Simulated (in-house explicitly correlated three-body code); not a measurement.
Two electrons around a point charge Z = 59.156. Computed variationally in 260 exponentially correlated functions with an in-house code, non-relativistic, converged to about 10⁻⁸ of the energy. Wanted, and plotted below: the bound S and P states that converged, by term and principal number n, on a logarithmic scale of binding.

The ground state is bound by 46.61 keV. The n = 2 states drawn run, from the deepest, 2 ³S (11.60 keV), 2 ³P (11.54 keV), 2 ¹S (11.53 keV), 2 ¹P (11.49 keV). Exchange puts 2 ³S below 2 ¹S by 68.8 eV and 2 ³P below 2 ¹P by 52.7 eV. Quantum defects n − (Z − 1)/√(2 E(binding)): 2 ³S 0.008, 2 ³P 0.003, 2 ¹S 0.003, 2 ¹P −0.001.

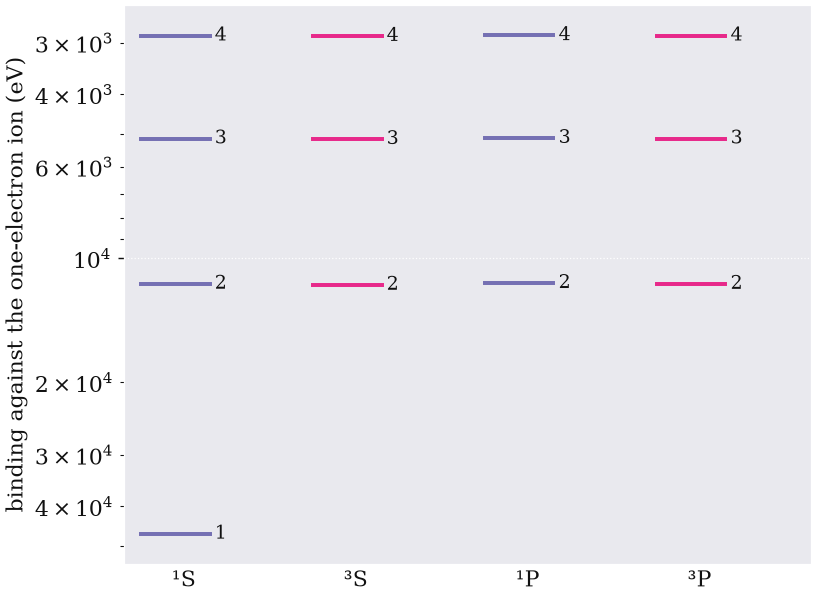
